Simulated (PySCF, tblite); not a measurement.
# C6H9ClSi: geometry, infrared bands and NMR shifts

Aim: predict the infrared bands and NMR shifts of C6H9ClSi (`C=C1[SiH2][C@@H](Cl)/C1=C/C`).

Programs: tblite 0.8.0 and PySCF 2.14.0, with density-fitted response routines of our own. Each step states its level of theory. These are calculated values for one molecule in the gas phase, unless marked as measured. Atoms are numbered from 0 throughout.

### Step 1. The starting structure

17 atoms, charge 0, multiplicity 1; geometry from: force field or distance geometry start.

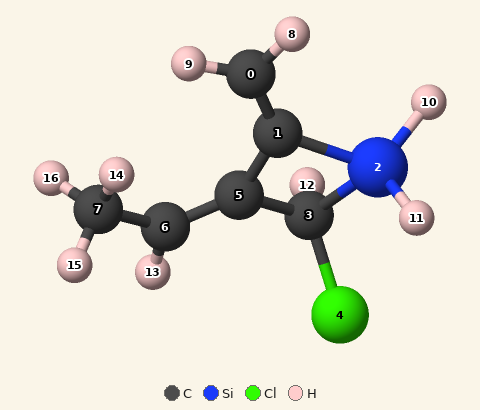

The starting geometry (carbon dark grey, silicon blue, chlorine green, hydrogen pink), atoms numbered.

### Step 2. Relaxing the molecule with GFN2-xTB

What the job is given:

```
{"job": {"kind": "relax", "xc": "GFN2-xTB", "basis": "xTB"}, "charge": 0, "multiplicity": 1}
C      0.171600     1.876500     0.939500
C     -0.478800     0.783400     0.517800
Si    -2.268000     0.269200     0.456300
C     -1.333000    -1.328900     0.266300
Cl    -2.115300    -2.267300    -1.014700
C     -0.050800    -0.504400    -0.034400
C      1.094600    -0.925200    -0.615400
C      2.320800    -0.135100    -0.944500
H     -0.382600     2.726400     1.331700
H      1.240000     1.946500     0.917900
H     -2.989500     0.472700     1.745300
H     -2.967500     0.834200    -0.741300
H     -1.297400    -1.931000     1.202900
H      1.136300    -1.976000    -0.910400
H      2.167200     0.946300    -0.852100
H      2.599200    -0.336800    -1.974300
H      3.146200    -0.438300    -0.300500
```

On the command line:

```
$ OMP_NUM_THREADS=1 python probes_run.py task.json out
```

The driver reads the jobs from task.json and runs them one after another.

Log:

```text
step      E/eV     max force
  0    -642.77867    2.682
  1    -642.90137    1.122
  2    -642.96822    0.756
  3    -643.01124    0.574
  4    -643.05451    0.491
  5    -643.07347    0.484
  6    -643.09383    0.380
  7    -643.11125    0.390
  8    -643.12722    0.301
  9    -643.13832    0.251
 10    -643.14625    0.295
 11    -643.15328    0.237
 12    -643.15909    0.161
 13    -643.16292    0.154
 14    -643.16540    0.113
 15    -643.16742    0.127
 16    -643.16929    0.117
 17    -643.17090    0.099
 18    -643.17205    0.079
 19    -643.17280    0.067
 20    -643.17334    0.052
 21    -643.17384    0.055
 22    -643.17437    0.062
 23    -643.17486    0.062
 24    -643.17527    0.060
 25    -643.17559    0.045
 26    -643.17586    0.044
 27    -643.17606    0.034
 28    -643.17618    0.026
 29    -643.17627    0.027
 30    -643.17637    0.028
 31    -643.17648    0.027
 32    -643.17659    0.025
 33    -643.17670    0.026
 34    -643.17682    0.036
 35    -643.17700    0.049
 36    -643.17722    0.050
 37    -643.17743    0.036
 38    -643.17760    0.031
 39    -643.17776    0.040
 40    -643.17795    0.044
 41    -643.17815    0.037
 42    -643.17833    0.031
 43    -643.17848    0.032
 44    -643.17868    0.041
 45    -643.17898    0.049
 46    -643.17936    0.054
 47    -643.17974    0.054
 48    -643.18006    0.059
 49    -643.18036    0.053
 50    -643.18063    0.042
 51    -643.18085    0.030
 52    -643.18098    0.021
 53    -643.18104    0.034
 54    -643.18112    0.023
 55    -643.18122    0.021
 56    -643.18133    0.022
 57    -643.18139    0.023
 58    -643.18148    0.024
 59    -643.18160    0.027
 60    -643.18174    0.031
 61    -643.18188    0.031
 62    -643.18201    0.030
 63    -643.18216    0.027
 64    -643.18235    0.039
 65    -643.18252    0.040
 66    -643.18261    0.024
 67    -643.18266    0.014
 68    -643.18268    0.015
 69    -643.18271    0.022
 70    -643.18273    0.016
 71    -643.18276    0.011
 72    -643.18280    0.020
 73    -643.18283    0.024
 74    -643.18287    0.019
 75    -643.18290    0.012
 76    -643.18292    0.012
 77    -643.18294    0.014
 78    -643.18296    0.019
 79    -643.18299    0.017
 80    -643.18301    0.009
```

Wall time 0.65 s (1 thread of Arm Neoverse V1, shared host).

Along the way: (not every step is listed)

```csv
step,energy from step 0 (eV),largest force (eV/Å)
0,0.0000,2.6821
1,-0.1227,1.1224
2,-0.1895,0.7555
3,-0.2326,0.5744
4,-0.2758,0.4906
5,-0.2948,0.4836
6,-0.3152,0.3800
7,-0.3326,0.3902
8,-0.3485,0.3015
14,-0.3867,0.1126
20,-0.3947,0.0518
26,-0.3972,0.0436
32,-0.3979,0.0250
38,-0.3989,0.0315
44,-0.4000,0.0412
50,-0.4020,0.0417
56,-0.4027,0.0224
62,-0.4033,0.0298
68,-0.4040,0.0149
74,-0.4042,0.0189
75,-0.4042,0.0115
76,-0.4042,0.0121
77,-0.4043,0.0141
78,-0.4043,0.0192
79,-0.4043,0.0168
80,-0.4043,0.0086
```

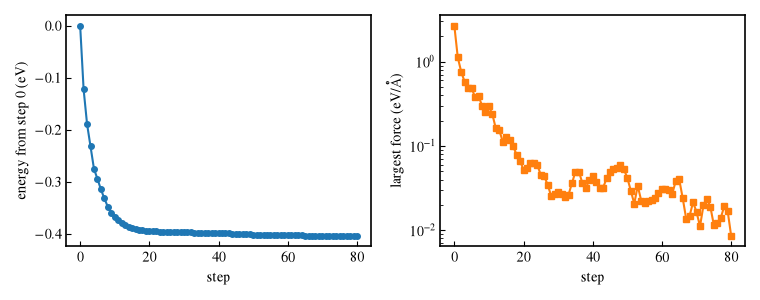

Energy and largest force along the relaxation.

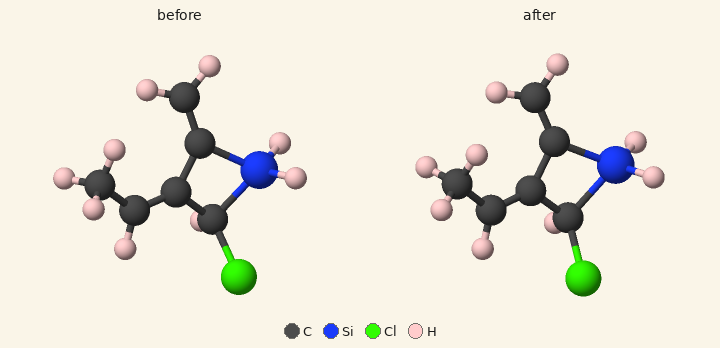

The geometry before (left) and after (right).

Distances of close pairs at the start and the end, largest changes first:

```csv
bond,before (Å),after (Å),change (Å)
Si2–C3,1.861,1.935,+0.073
C3–C5,1.554,1.511,-0.042
Si2–H11,1.498,1.457,-0.041
C1–Si2,1.863,1.898,+0.036
Si2–H10,1.491,1.460,-0.031
C3–H12,1.114,1.091,-0.023
C5–C6,1.352,1.330,-0.022
C3–Cl4,1.770,1.787,+0.017
```

The final coordinates are the input of the step that follows.

### Step 3. Harmonic vibrations with GFN2-xTB

What the job is given:

```
{"job": {"kind": "ir", "xc": "GFN2-xTB", "basis": "xTB"}, "charge": 0, "multiplicity": 1}
C      0.272149     1.846154     0.909386
C     -0.467390     0.820976     0.497771
Si    -2.310502     0.367467     0.532105
C     -1.344465    -1.281279     0.229595
Cl    -1.825881    -2.307584    -1.152377
C     -0.066273    -0.506413     0.005451
C      1.030550    -0.938361    -0.609851
C      2.238309    -0.122459    -0.924916
H     -0.187829     2.749179     1.276971
H      1.350108     1.827388     0.914866
H     -3.037389     0.457037     1.794845
H     -3.094149     0.786010    -0.622540
H     -1.273770    -1.958835     1.081192
H      1.055617    -1.970680    -0.936649
H      1.973111     0.923246    -1.064459
H      2.717671    -0.491318    -1.829276
H      2.963134    -0.188500    -0.112021
```

Log:

```text
mode    cm-1     km/mol
  1      42.3      0.84
  2     115.8      0.63
  3     144.0      1.25
  4     160.0      1.89
  5     218.7      0.45
  6     234.6      0.52
  7     283.0      1.39
  8     305.9      0.56
  9     401.6     16.18
 10     411.8     10.24
 11     439.3     14.08
 12     523.2     10.82
 13     570.7     34.53
 14     614.8    175.60
 15     636.4     52.09
 16     680.8     60.05
 17     716.3      2.32
 18     755.9    209.84
 19     812.7     36.03
 20     825.1     10.11
 21     832.7     24.63
 22     893.7     23.22
 23     994.6      7.45
 24    1026.0      3.67
 25    1078.7      3.42
 26    1107.3      7.25
 27    1116.0     13.66
 28    1151.4      6.93
 29    1179.2      6.98
 30    1306.2      1.70
 31    1398.9      4.08
 32    1409.9      0.34
 33    1481.0      6.28
 34    1485.0      1.88
 35    1668.6      7.48
 36    1708.2     11.19
 37    2290.8    349.99
 38    2321.6    228.09
 39    2938.3     16.81
 40    2982.8     25.71
 41    3029.6     17.42
 42    3030.1     14.04
 43    3051.8     41.70
 44    3085.0     25.89
 45    3104.6     30.51
```

Wall time 0.74 s (1 thread of Arm Neoverse V1, shared host).

The strongest bands and the atoms that carry them (share of the mass-weighted mode):

```csv
cm⁻¹,km/mol,atoms
615,175.6,"H11 43 %, H10 31 %"
636,52.1,"C3 36 %, Si2 14 %, H8 12 %, H9 10 %"
681,60.0,"C3 21 %, C1 16 %, Si2 13 %, C0 12 %"
756,209.8,"H10 42 %, H11 42 %"
813,36.0,"C3 20 %, C1 18 %, C6 11 %, H9 10 %"
2291,350.0,H10 96 %
2322,228.1,H11 96 %
3052,41.7,H13 82 %
```

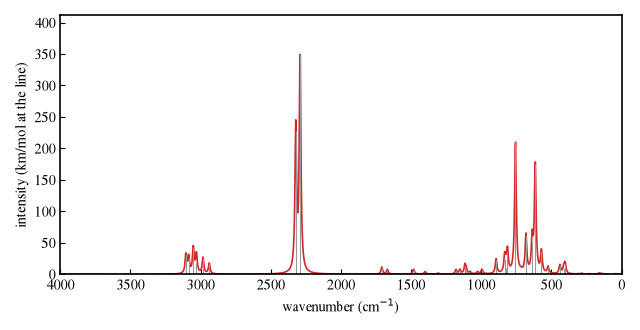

The infrared spectrum from these modes, unscaled. Lines are broadened to a width of 14 cm⁻¹ (Lorentzian).

### Step 4. NMR shieldings: PBE0/pcSseg-1

Same as in step 3 but for these lines:

```diff
@@ -1,2 +1,2 @@
-{"job": {"kind": "ir", "xc": "GFN2-xTB", "basis": "xTB"}, "charge": 0, "multiplicity": 1}
+{"job": {"kind": "nmr", "xc": "PBE0", "basis": "pcSseg-1"}, "charge": 0, "multiplicity": 1}
 C      0.272149     1.846154     0.909386
```

Level: GIAO PBE0/pcSseg-1 NMR shielding, non-relativistic, gas phase.

Log:

```text
coarse grid: 15344 points
cycle   1  E = -982.9699328381  dE =  9.902e-01  |g| = 3.954e-01  |ddm| = 3.944e+00
cycle   2  E = -982.9676501692  dE =  2.283e-03  |g| = 4.179e-01  |ddm| = 9.198e-01
cycle   3  E = -983.0142882599  dE = -4.664e-02  |g| = 5.042e-02  |ddm| = 5.230e-01
cycle   4  E = -983.0147489811  dE = -4.607e-04  |g| = 2.899e-02  |ddm| = 9.021e-02
cycle   5  E = -983.0149320287  dE = -1.830e-04  |g| = 9.358e-03  |ddm| = 3.147e-02
cycle   6  E = -983.0149543991  dE = -2.237e-05  |g| = 2.989e-03  |ddm| = 1.227e-02
cycle   7  E = -983.0149564283  dE = -2.029e-06  |g| = 9.898e-04  |ddm| = 3.921e-03
final grid: 139272 points
cycle   8  E = -983.0627127440  dE = -3.437e-05  |g| = 8.288e-03  |ddm| = 3.437e-02
cycle   9  E = -983.0626996730  dE =  1.307e-05  |g| = 1.063e-02  |ddm| = 2.079e-02
cycle  10  E = -983.0627297002  dE = -3.003e-05  |g| = 2.294e-03  |ddm| = 1.383e-02
cycle  11  E = -983.0627309125  dE = -1.212e-06  |g| = 4.785e-04  |ddm| = 2.476e-03
cycle  12  E = -983.0627309678  dE = -5.530e-08  |g| = 9.233e-05  |ddm| = 5.166e-04
cycle  13  E = -983.0627309696  dE = -1.793e-09  |g| = 3.448e-05  |ddm| = 1.288e-04
cycle  14  E = -983.0627309698  dE = -2.856e-10  |g| = 8.105e-06  |ddm| = 4.315e-05
converged SCF energy = -983.0627309698

GIAO shielding tensors (ppm)
atom      isotropic    diamagn.    paramagn.     s11        s22        s33       span
  0 C       51.850     255.590    -203.740    -53.089     48.151    160.489    213.578
  1 C       35.535     257.582    -222.047    -64.245     30.137    140.711    204.956
  2 Si     381.859     880.417    -498.558    342.343    373.641    429.594     87.251
  3 C      137.594     250.028    -112.434    109.427    139.605    163.751     54.324
  4 Cl     795.934    1146.697    -350.764    570.440    758.242   1059.120    488.680
  5 C       35.019     259.816    -224.797    -64.905     46.558    123.406    188.311
  6 C       51.134     254.975    -203.842    -48.226     41.788    159.839    208.064
  7 C      168.453     249.842     -81.388    150.513    169.078    185.769     35.257
  8 H       25.854      29.468      -3.614     23.353     24.680     29.529      6.176
  9 H       25.601      32.979      -7.378     22.392     24.403     30.009      7.616
 10 H       26.737      28.777      -2.040     23.678     24.502     32.031      8.353
 11 H       26.974      28.826      -1.852     24.171     25.679     31.073      6.902
 12 H       27.445      29.973      -2.528     22.661     27.068     32.605      9.944
 13 H       25.304      32.528      -7.224     21.934     22.947     31.031      9.097
 14 H       29.506      32.062      -2.556     25.690     29.773     33.057      7.367
 15 H       29.701      28.547       1.154     25.241     27.956     35.907     10.666
 16 H       29.727      29.660       0.068     25.716     27.132     36.334     10.618
```

Run time: 42 s. Hardware: 1 thread of Arm Neoverse V1, shared host; peak memory 0.91 GiB.

The references, computed at this level on geometries of the same kind, shield at (ppm): 1H TMS 31.72, 13C TMS 186.9, 29Si TMS 349.2, 35Cl HCl 950. Their shielding less the atom's gives the shift. The references are single molecules in the gas phase. Atoms listed in one row are averaged.

```csv
atoms,environment,σ (ppm),δ (ppm),δ scaled to CDCl3
C5,fully substituted alkene carbon,35.0,151.9,146.3
C1,fully substituted alkene carbon,35.5,151.4,145.8
C6,alkene CH,51.1,135.8,130.6
C0,terminal =CH2 carbon,51.9,135.1,129.9
C3,allylic sp3 CH bonded to Cl and Si,137.6,49.3,46.2
C7,allylic methyl carbon,168.5,18.5,16.1
H13,hydrogen on an alkene CH,25.30,6.41,6.15
H9,hydrogen on a terminal =CH2 carbon,25.60,6.12,5.87
H8,hydrogen on a terminal =CH2 carbon,25.85,5.86,5.63
H10,"hydrogen on a silicon bonded to 2 C, in a 4-membered ring",26.74,4.98,–
H11,"hydrogen on a silicon bonded to 2 C, in a 4-membered ring",26.97,4.74,–
H12,hydrogen on an allylic sp3 CH bonded to Cl and Si,27.44,4.27,4.13
"H14, H15, H16",hydrogen on an allylic methyl carbon,29.65,2.07,2.06
Si2,"silicon bonded to 2 C, 2 H, in a 4-membered ring",381.9,-32.7,–
Cl4,chlorine bonded to C,796,154,–
```

The scaled column applies a straight-line fit of computed shieldings to shifts measured in CDCl3, with any fitted terms for Cl, Br or S neighbours (root-mean-square error 0.16 ppm for H, 1.9 ppm for C).

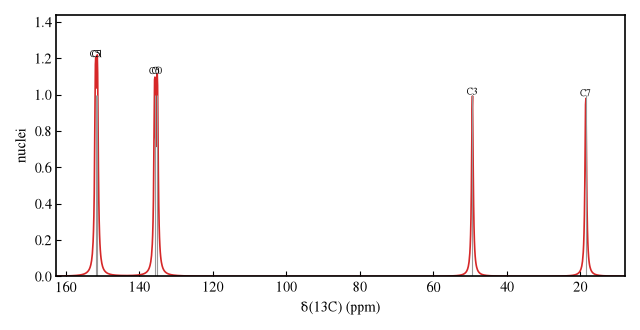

13C lines at the computed shifts, without couplings. Lines are broadened to a width of 0.53 ppm (Lorentzian).

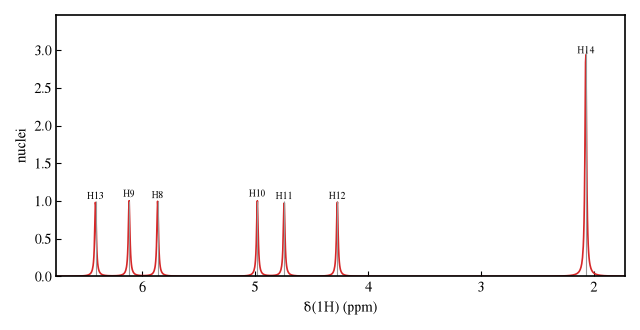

1H lines at the computed shifts, without couplings. Lines are broadened to a width of 0.02 ppm (Lorentzian).

The run also stored atomic charges by several schemes (e):

```csv
atoms,Mulliken,IAO,Hirshfeld,ESP fit
C0,-0.07,-0.29,-0.09,-0.46
C1,-0.45,-0.26,-0.09,-0.04
Si2,0.76,0.74,0.34,0.52
C3,-0.41,-0.37,-0.09,-0.41
Cl4,-0.13,-0.12,-0.08,-0.13
C5,-0.16,-0.02,-0.03,-0.03
C6,-0.11,-0.12,-0.03,0.07
C7,-0.21,-0.43,-0.11,-0.49
```

ESP fit charges:

C0 -0.46; C1 -0.04; Si2 0.52; C3 -0.41; Cl4 -0.13; C5 -0.03; C6 0.07; C7 -0.49; H8 0.18; H9 0.20; H10 -0.10; H11 -0.08; H12 0.21; H13 0.10; H14 0.15; H15 0.15; H16 0.14

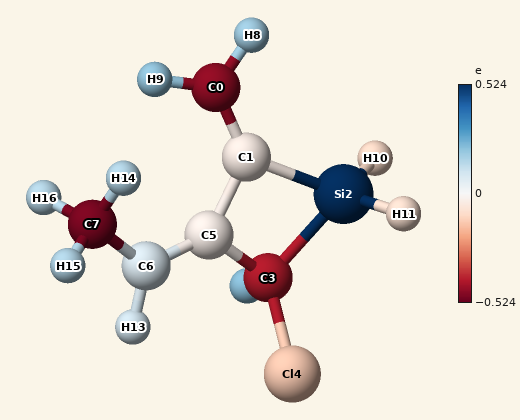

ESP fit charges, as colours on the atoms.

Mayer bond orders: C0–C1 1.91, C1–Si2 0.90, Si2–C3 0.83, C3–Cl4 0.98, C3–C5 0.96, C5–C6 1.83, C6–C7 1.09, C5–C1 1.04.

Ring of atoms C1, Si2, C3, C5: NICS(0) 1.3, NICS(1) -2.4, NICS(1)zz 2.2 ppm (means of both faces).

### Step 5. Results

```
                                                              quantity                                         value
                             strongest single infrared mode (GFN2-xTB)                         2291 cm⁻¹, 350 km/mol
                                          zero-point energy (GFN2-xTB)                                 78.0 kcal/mol
                                13C shifts against TMS (PBE0/pcSseg-1)    151.9, 151.4, 135.8, 135.1, 49.3, 18.5 ppm
1H shifts against TMS (PBE0/pcSseg-1, means over atoms taken as alike)  6.41, 6.12, 5.86, 4.98, 4.74, 4.27, 2.07 ppm
                               29Si shifts against TMS (PBE0/pcSseg-1)                                     -32.7 ppm
                               35Cl shifts against HCl (PBE0/pcSseg-1)                                       154 ppm
```

What this shows: The optimisation took 80 steps and gained 0.404 eV; among the close pairs (by a distance rule), Si2–C3 changed most, from 1.861 to 1.935 Å. No mode is imaginary among the 45: a minimum at this level. The strongest single mode, at 2291 cm⁻¹, moves mainly H10. GFN2-xTB is a fitted tight-binding method: band positions and strengths are rough. Its intensities can rank the bands wrongly. H13 (hydrogen on an alkene CH) lies farthest downfield among hydrogen, at 6.41 ppm; attached to an sp2 carbon and in the plane of the double bond. At PBE0/pcSseg-1: The widest tensor belongs to Cl4: span 489 ppm, with a paramagnetic part of -351 ppm.
